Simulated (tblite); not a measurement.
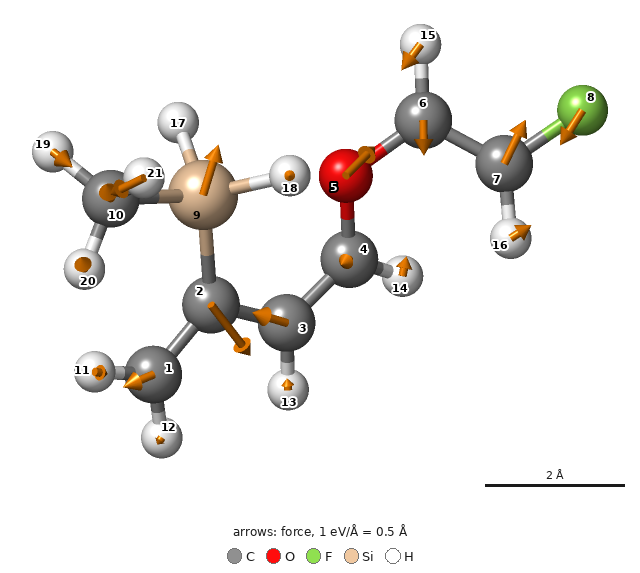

Starting geometry of C7H11FOSi with the computed forces as orange arrows. A ball-and-stick model, seen at a tilt.

Computed with GFN2-xTB geometry optimisation, gas phase (tblite). 

What follows when this structure is relaxed?

Answer. It isn't relaxed: the largest force vector, on C2, is 2.30 eV/Å. The final displacements have little in common with the starting forces (cosine between the two patterns 0.26). After 99 geometry steps the energy has fallen by 0.662 eV. H20 moves most after the best rigid fit: 0.83 Å. Largest moves by element: H 0.83 Å, O 0.23 Å, F 0.21 Å, C 0.21 Å, Si 0.10 Å. Some distances before and after: O5–Si9 2.564 → 2.728 Å, C2–Si9 1.831 → 1.899 Å, C10–H21 1.131 → 1.085 Å, O5–C6 1.385 → 1.346 Å. Among the angles between lasting bonds that change: O5–C6–H15 123.4° → 111.6°, O5–C6–C7 116.2° → 127.7°, F8–C7–H16 119.4° → 112.3°. Groups turn about Si9–C10 by about 50°, O5–C6 by about 20°. Cost: 2 s on 1 thread of Intel(R) Xeon(R) Processor @ 2.70GHz (shared host).
